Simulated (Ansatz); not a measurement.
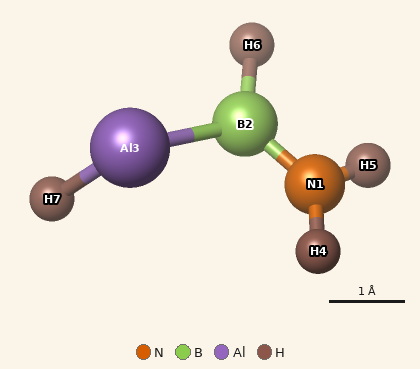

Figure 1. The input geometry (ball-and-stick view, seen at a tilt; atoms are numbered from 1 in the order of the input). Sticks mark near contacts. Bond lengths as drawn: Al–B 1.82 Å, Al–H 1.52 Å, B–H 1.30 Å, B–N 1.26 Å and H–N 0.88 to 1.09 Å.

**Geometry relaxation of AlBNH₄**

The run: geometry relaxation of AlBNH₄, multiplicity 2. Method and program: UKS PBE-D4/def2-SVP (Ansatz 0.2.0).

Figures and captions count atoms from 1; the log counts them from 0 in places.

## Input
```yaml
crystal:
  periodic: [false, false, false]
  atoms:
    - {symbol: N, position_ang: [-0.881682, 0.216080, -0.538178]}
    - {symbol: B, position_ang: [0.058931, 0.426554, 0.268500]}
    - {symbol: Al, position_ang: [1.581090, -0.511817, -0.087687]}
    - {symbol: H, position_ang: [-0.977098, -0.467267, -1.376594]}
    - {symbol: H, position_ang: [-1.548916, 0.742689, -0.330357]}
    - {symbol: H, position_ang: [0.045551, 1.300302, 1.229184]}
    - {symbol: H, position_ang: [1.722124, -1.706542, 0.835133]}
basis:
  gaussian: {orbitals: def2-SVP}
magnetization: {spin_polarized: true, initial_magnetization: 1}
hamiltonian: {xc: pbe, dispersion: d4}
relax: {f_tol: 0.03, max_steps: 250}
```

Command:
```bash
ansatz run in.yaml --threads 2 --pin off --events-out ev --progress --plain --max-ram 4352MiB
```

## What the program printed
```
Functional definition: PBE
  name "PBE"
  cite "Perdew, Burke & Ernzerhof, Phys. Rev. Lett. 77, 3865 (1996) doi:10.1103/PhysRevLett.77.3865"
  parent pbe
  parameter kappa = 0.804
  parameter beta = 0.06672455060314922
  exchange = pbe_x(kappa = kappa, mu = beta*pi^2/3)
  correlation = pbe_c(beta = beta)
751 factors; their error is unknown
mean field evaluation 1: about -8797.4711 eV, gradient 5.4e1 eV
mean field evaluation 2: about -8666.4260 eV, gradient 1.3e2 eV
mean field evaluation 4: about -8812.2984 eV, gradient 1.8e1 eV
mean field evaluation 8: about -8814.1891 eV, gradient 7.7e-2 eV
mean field evaluation 16: about -8814.1496 eV, gradient 3.9e-5 eV
mean field -8814.14959842 eV, -323.9140232968 hartree, gradient 3.9e-5 eV, S^2 0.753423; 0 other end points of the search recorded, 0 dependent functions left out
the calculation of the forces begins
reference -8814.14963798 eV, -323.9140247505 hartree; 15, 14 occupied and 51, 52 virtual orbitals, 751 factors
relax step   1: F+E_penalty+E_count = -8814.26322948 eV  Δ(F+E_penalty+E_count) = +0.000e0 eV  max|allowed force component| = 9.200e0 eV/Å  Δτ_max = 0.0000 Å  (30 SCF iters, accepted)
these checks for a lower state are left out or cut short: starts, cluster_reference, orbital_swaps, neighbouring_geometries, increment
751 factors; their error is unknown
mean field -8816.30201818 eV, -323.9931232639 hartree, gradient 2.3e-5 eV, S^2 0.753175; 0 other end points of the search recorded, 0 dependent functions left out
the calculation of the forces begins
reference -8816.30205783 eV, -323.9931247210 hartree; 15, 14 occupied and 51, 52 virtual orbitals, 751 factors
relax step   2: F+E_penalty+E_count = -8816.41309726 eV  Δ(F+E_penalty+E_count) = -2.150e0 eV  max|allowed force component| = 2.097e0 eV/Å  Δτ_max = 0.1936 Å  (37 SCF iters, accepted)
these checks for a lower state are left out or cut short: starts, cluster_reference, orbital_swaps, neighbouring_geometries, increment
751 factors; their error is unknown
mean field evaluation 32: about -8816.7105 eV, gradient 2.2e-5 eV
mean field -8816.71051307 eV, -324.0081351743 hartree, gradient 2.7e-5 eV, S^2 0.753029; 0 other end points of the search recorded, 0 dependent functions left out
the calculation of the forces begins
reference -8816.71055248 eV, -324.0081366226 hartree; 15, 14 occupied and 51, 52 virtual orbitals, 751 factors
relax step   3: F+E_penalty+E_count = -8816.81758180 eV  Δ(F+E_penalty+E_count) = -4.045e-1 eV  max|allowed force component| = 1.158e0 eV/Å  Δτ_max = 0.1946 Å  (31 SCF iters, accepted)
these checks for a lower state are left out or cut short: starts, cluster_reference, orbital_swaps, neighbouring_geometries, increment
751 factors; their error is unknown
mean field -8816.77317394 eV, -324.0104379189 hartree, gradient 1.4e-5 eV, S^2 0.752825; 0 other end points of the search recorded, 0 dependent functions left out
the calculation of the forces begins
reference -8816.77321356 eV, -324.0104393748 hartree; 15, 14 occupied and 51, 52 virtual orbitals, 751 factors
relax step   4: F+E_penalty+E_count = -8816.87879796 eV  Δ(F+E_penalty+E_count) = -6.122e-2 eV  max|allowed force component| = 1.238e0 eV/Å  Δτ_max = 0.1949 Å  (31 SCF iters, accepted)
these checks for a lower state are left out or cut short: starts, cluster_reference, orbital_swaps, neighbouring_geometries, increment
751 factors; their error is unknown
mean field -8816.82792128 eV, -324.0124498465 hartree, gradient 1.3e-5 eV, S^2 0.753016; 0 other end points of the search recorded, 0 dependent functions left out
the calculation of the forces begins
reference -8816.82796125 eV, -324.0124513151 hartree; 15, 14 occupied and 51, 52 virtual orbitals, 751 factors
relax step   5: F+E_penalty+E_count = -8816.93309859 eV  Δ(F+E_penalty+E_count) = -5.430e-2 eV  max|allowed force component| = 2.070e-1 eV/Å  Δτ_max = 0.1620 Å  (30 SCF iters, accepted)
these checks for a lower state are left out or cut short: starts, cluster_reference, orbital_swaps, neighbouring_geometries, increment
751 factors; their error is unknown
mean field -8816.83814845 eV, -324.0128256880 hartree, gradient 1.9e-5 eV, S^2 0.753051; 0 other end points of the search recorded, 0 dependent functions left out
the calculation of the forces begins
reference -8816.83818827 eV, -324.0128271513 hartree; 15, 14 occupied and 51, 52 virtual orbitals, 751 factors
relax step   6: F+E_penalty+E_count = -8816.94313934 eV  Δ(F+E_penalty+E_count) = -1.004e-2 eV  max|allowed force component| = 1.416e-1 eV/Å  Δτ_max = 0.0497 Å  (30 SCF iters, accepted)
these checks for a lower state are left out or cut short: starts, cluster_reference, orbital_swaps, neighbouring_geometries, increment
751 factors; their error is unknown
mean field -8816.84130745 eV, -324.0129417789 hartree, gradient 1.8e-5 eV, S^2 0.753015; 0 other end points of the search recorded, 0 dependent functions left out
the calculation of the forces begins
reference -8816.84134730 eV, -324.0129432435 hartree; 15, 14 occupied and 51, 52 virtual orbitals, 751 factors
relax step   7: F+E_penalty+E_count = -8816.94614606 eV  Δ(F+E_penalty+E_count) = -3.007e-3 eV  max|allowed force component| = 5.412e-2 eV/Å  Δτ_max = 0.0279 Å  (29 SCF iters, accepted)
these checks for a lower state are left out or cut short: starts, cluster_reference, orbital_swaps, neighbouring_geometries, increment
751 factors; their error is unknown
mean field evaluation 64: about -8816.8423 eV, gradient 1.0e-1 eV
mean field -8816.84237576 eV, -324.0129810389 hartree, gradient 1.7e-5 eV, S^2 0.753034; 0 other end points of the search recorded, 0 dependent functions left out
the calculation of the forces begins
reference -8816.84241558 eV, -324.0129825022 hartree; 15, 14 occupied and 51, 52 virtual orbitals, 751 factors
relax step   8: F+E_penalty+E_count = -8816.94713672 eV  Δ(F+E_penalty+E_count) = -9.907e-4 eV  max|allowed force component| = 3.087e-2 eV/Å  Δτ_max = 0.0241 Å  (32 SCF iters, accepted)
these checks for a lower state are left out or cut short: starts, cluster_reference, orbital_swaps, neighbouring_geometries, increment
751 factors; their error is unknown
mean field -8816.84303993 eV, -324.0130054465 hartree, gradient 1.8e-5 eV, S^2 0.753070; 0 other end points of the search recorded, 0 dependent functions left out
the calculation of the forces begins
reference -8816.84307971 eV, -324.0130069083 hartree; 15, 14 occupied and 51, 52 virtual orbitals, 751 factors
relax step   9: F+E_penalty+E_count = -8816.94772740 eV  Δ(F+E_penalty+E_count) = -5.907e-4 eV  max|allowed force component| = 3.843e-2 eV/Å  Δτ_max = 0.0314 Å  (30 SCF iters, accepted)
these checks for a lower state are left out or cut short: starts, cluster_reference, orbital_swaps, neighbouring_geometries, increment
751 factors; their error is unknown
mean field -8816.84313727 eV, -324.0130090237 hartree, gradient 2.4e-5 eV, S^2 0.753075; 0 other end points of the search recorded, 0 dependent functions left out
the calculation of the forces begins
reference -8816.84317706 eV, -324.0130104859 hartree; 15, 14 occupied and 51, 52 virtual orbitals, 751 factors
relax step  10: F+E_penalty+E_count = -8816.94784542 eV  Δ(F+E_penalty+E_count) = -1.180e-4 eV  max|allowed force component| = 1.810e-2 eV/Å  Δτ_max = 0.0131 Å  (26 SCF iters, accepted)
751 factors; their error is unknown
mean field evaluation 96: about -8816.8431 eV, gradient 6.0e-3 eV
```

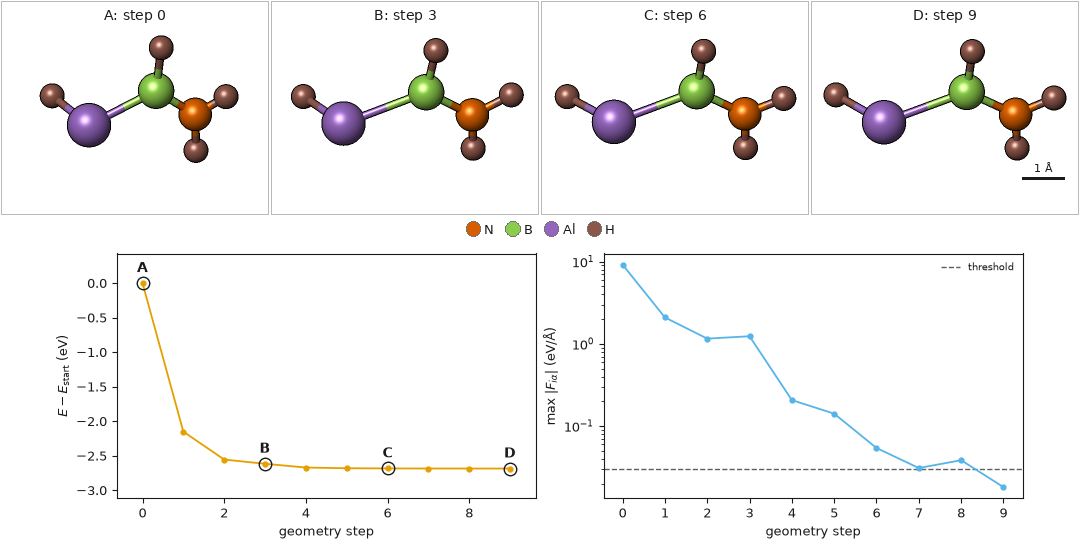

Figure 2. Frames of the relaxation (ball-and-stick view, seen at a tilt) above the curves, on which the letters mark them (the first geometry is step 0 here and step 1 in the log).

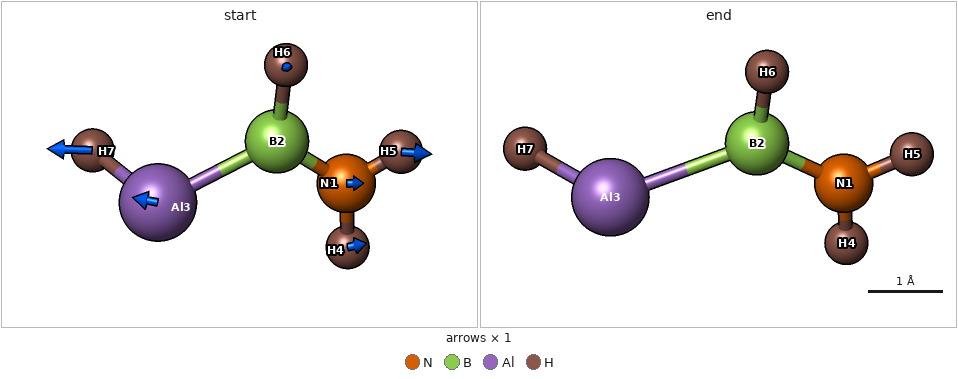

Figure 3. Before (left) and after (right) the relaxation, at one scale (ball-and-stick view, seen at a tilt). The blue arrows give the displacements, at true length. Over 9 geometry steps the energy falls by 2.685 eV. Largest force component: 9.2 eV/Å at the start, 0.018 eV/Å at the end. The atom that moves furthest after the best rigid fit is H7 (0.63 Å). By element the largest moves are H 0.63 Å, Al 0.37 Å, N 0.25 Å, B 0.05 Å. Among the contacts that change: B2–Al3 1.823 → 2.126 Å, N1–H5 0.875 → 1.023 Å, N1–B2 1.257 → 1.401 Å, Al3–H7 1.516 → 1.624 Å. Among the angles that change: B2–N1–H5 108.5° → 122.8°, N1–B2–Al3 114.4° → 128.6°, B2–Al3–H7 111.4° → 124.8°. (Atoms are counted from 1 in the order of the input.)

```
mean field -8816.84313727 eV, -324.0130090237 hartree, gradient 2.4e-5 eV, S^2 0.753075; 1 other end points of the search recorded, 0 dependent functions left out
the calculation of the forces begins
reference -8816.84317706 eV, -324.0130104859 hartree; 15, 14 occupied and 51, 52 virtual orbitals, 751 factors
Total energy: -8816.94788521 eV, -324.0168584396 hartree
Atom 0 at    -1.086369     0.351273    -0.599727 Å, force     0.007401    -0.007024     0.005086 eV/Å
Atom 1 at     0.036844     0.391067     0.236725 Å, force    -0.018101    -0.000553    -0.002218 eV/Å
Atom 2 at     1.852798    -0.702403     0.070502 Å, force     0.012853     0.004102    -0.007666 eV/Å
Atom 3 at    -1.201515    -0.286896    -1.388011 Å, force    -0.000725    -0.000340    -0.002970 eV/Å
Atom 4 at    -1.894230     0.965064    -0.471193 Å, force    -0.003839     0.006188    -0.000973 eV/Å
Atom 5 at     0.019060     1.232419     1.130621 Å, force     0.007078    -0.001031     0.003212 eV/Å
Atom 6 at     2.273412    -1.950526     1.021083 Å, force    -0.004668    -0.001342     0.005530 eV/Å
Dipole moment:    -0.494229     0.072851    -0.304085 e Å
```

## Trajectory as extended XYZ (Å, eV, eV/Å), 10 frames, from step=1 to step=10
```
7
Properties=species:S:1:pos:R:3:forces:R:3 step=1 energy=-8814.26323
N    -0.8817    0.2161   -0.5382    0.3249  -7.4325  -8.0692
B     0.0589    0.4266    0.2685    4.2640   4.1911   6.3665
Al    1.5811   -0.5118   -0.0877    4.5358  -1.6938  -1.1745
H    -0.9771   -0.4673   -1.3766    0.0881   1.5872   1.7011
H    -1.5489    0.7427   -0.3304   -9.2000   5.6406   1.3573
H     0.0456    1.3003    1.2292   -0.5073  -0.7775  -1.0280
H     1.7221   -1.7065    0.8351    0.4945  -1.5150   0.8468
7
Properties=species:S:1:pos:R:3:forces:R:3 step=2 energy=-8816.41310
N    -0.9406    0.2260   -0.5658   -0.8717  -0.5307  -1.3073
B     0.1194    0.5177    0.2269    0.6064   1.1568   1.6875
Al    1.7216   -0.5655   -0.0305    2.0971  -0.8464  -0.3819
H    -1.0135   -0.4133   -1.3810   -0.0454   0.5997   0.6306
H    -1.7285    0.7782   -0.3238   -1.8390   0.3540  -0.3144
H    -0.0014    1.3072    1.1917   -0.1432  -0.1953  -0.6122
H     1.8429   -1.8502    0.8825    0.1957  -0.5380   0.2975
7
Properties=species:S:1:pos:R:3:forces:R:3 step=3 energy=-8816.81758
N    -0.9822    0.3233   -0.6239   -0.7701   0.7339   1.1580
B     0.1150    0.5041    0.2368   -0.1168   0.1475  -0.3273
Al    1.8505   -0.6370    0.0359    0.4252  -0.1711  -0.0037
H    -1.0619   -0.3024   -1.4173   -0.0849  -0.2438  -0.1305
H    -1.8814    0.7187   -0.2726    0.4772  -0.2419  -0.8076
H    -0.0185    1.3688    1.0972   -0.0203  -0.1680   0.0877
H     1.9785   -1.9755    0.9439    0.0897  -0.0565   0.0233
7
Properties=species:S:1:pos:R:3:forces:R:3 step=4 energy=-8816.87880
N    -1.0228    0.3018   -0.5968   -0.8271   1.2376   0.9069
B     0.1021    0.4925    0.2332   -0.3006  -0.3479  -0.2463
Al    1.9058   -0.6402    0.0510   -0.0152   0.0210   0.0669
H    -1.1214   -0.3476   -1.3725   -0.0304  -0.0619  -0.1282
H    -1.8899    0.8747   -0.3890    0.9839  -0.8917  -0.5294
H    -0.0460    1.3128    1.1322    0.1216   0.0351  -0.0515
H     2.0721   -1.9939    0.9420    0.0678   0.0078  -0.0185
7
Properties=species:S:1:pos:R:3:forces:R:3 step=5 energy=-8816.93310
N    -1.0647    0.3456   -0.5875   -0.0830  -0.1130  -0.1423
B     0.0338    0.4655    0.2710    0.2070  -0.1843   0.0755
Al    1.8344   -0.6743    0.0914    0.0822  -0.0872   0.0639
H    -1.1338   -0.3381   -1.3469    0.0389   0.0842   0.1103
H    -1.9140    0.9063   -0.5103   -0.0589   0.1417   0.0526
H     0.0143    1.3237    1.1492   -0.1055  -0.0129  -0.0925
H     2.2300   -2.0287    0.9332   -0.0807   0.1715  -0.0676
7
Properties=species:S:1:pos:R:3:forces:R:3 step=6 energy=-8816.94314
N    -1.0701    0.3393   -0.5868   -0.0646  -0.0218  -0.0141
B     0.0365    0.4172    0.2707    0.0619   0.0139  -0.1416
Al    1.8656   -0.6695    0.0765   -0.0737  -0.0206   0.0715
H    -1.1683   -0.3308   -1.3523    0.0328   0.0448   0.0295
H    -1.8886    0.9484   -0.5030    0.0221  -0.0124   0.0441
H     0.0028    1.2845    1.1368   -0.0153  -0.0102   0.0170
H     2.2221   -1.9890    0.9582    0.0368   0.0063  -0.0065
7
Properties=species:S:1:pos:R:3:forces:R:3 step=7 energy=-8816.94615
N    -1.0779    0.3372   -0.5851   -0.0351   0.0267  -0.0541
B     0.0425    0.4163    0.2533   -0.0125  -0.0222  -0.0406
Al    1.8633   -0.6803    0.0816   -0.0257   0.0104   0.0097
H    -1.1731   -0.3097   -1.3699    0.0023   0.0078   0.0333
H    -1.8953    0.9460   -0.4835    0.0462  -0.0264   0.0185
H     0.0042    1.2753    1.1275    0.0152  -0.0022   0.0262
H     2.2363   -1.9849    0.9759    0.0096   0.0058   0.0070
7
Properties=species:S:1:pos:R:3:forces:R:3 step=8 energy=-8816.94714
N    -1.0803    0.3450   -0.5925   -0.0143  -0.0063  -0.0309
B     0.0410    0.4077    0.2458   -0.0289  -0.0076  -0.0094
Al    1.8593   -0.6877    0.0817   -0.0019   0.0080  -0.0052
H    -1.1853   -0.3027   -1.3749    0.0010   0.0070   0.0111
H    -1.8954    0.9531   -0.4784    0.0244  -0.0053   0.0097
H     0.0079    1.2601    1.1276    0.0208  -0.0014   0.0165
H     2.2528   -1.9755    0.9908   -0.0011   0.0056   0.0082
7
Properties=species:S:1:pos:R:3:forces:R:3 step=9 energy=-8816.94773
N    -1.0853    0.3504   -0.5989    0.0201  -0.0197   0.0008
B     0.0385    0.3941    0.2373   -0.0384   0.0129   0.0008
Al    1.8568   -0.6956    0.0771    0.0119  -0.0033  -0.0093
H    -1.1999   -0.2912   -1.3845   -0.0006   0.0026  -0.0022
H    -1.8947    0.9625   -0.4721   -0.0011   0.0085   0.0020
H     0.0167    1.2386    1.1285    0.0128  -0.0060   0.0034
H     2.2679   -1.9588    1.0126   -0.0047   0.0050   0.0044
7
Properties=species:S:1:pos:R:3:forces:R:3 step=10 energy=-8816.94785
N    -1.0864    0.3513   -0.5997    0.0074  -0.0070   0.0051
B     0.0368    0.3911    0.2367   -0.0181  -0.0006  -0.0022
Al    1.8528   -0.7024    0.0705    0.0129   0.0041  -0.0077
H    -1.2015   -0.2869   -1.3880   -0.0007  -0.0003  -0.0030
H    -1.8942    0.9651   -0.4712   -0.0038   0.0062  -0.0010
H     0.0191    1.2324    1.1306    0.0071  -0.0010   0.0032
H     2.2734   -1.9505    1.0211   -0.0047  -0.0013   0.0055
```

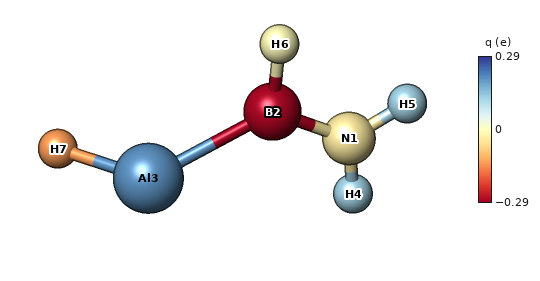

Figure 4. Mulliken charges, as the colour of each atom (ball-and-stick view, seen at a tilt; atoms are numbered from 1 in the order of the input). By element: N −0.03, B −0.28, Al +0.20 and H −0.13 to +0.12 e.

## Summary

```csv
quantity,value
outcome,converged
total energy,−8816.9479 eV
mean-field energy,−8816.8432 eV
dispersion energy,−0.1047 eV
⟨S²⟩,0.753
SCF solution under orbital rotations,stable
largest force (length of the vector) at the end,0.018 eV/Å
dipole moment,2.81 D
hardware,"2 threads of Arm Neoverse V2, 23 GiB of memory available, shared host"
wall time,13 s (CPU time 24 s)
peak memory,0.15 GiB
```
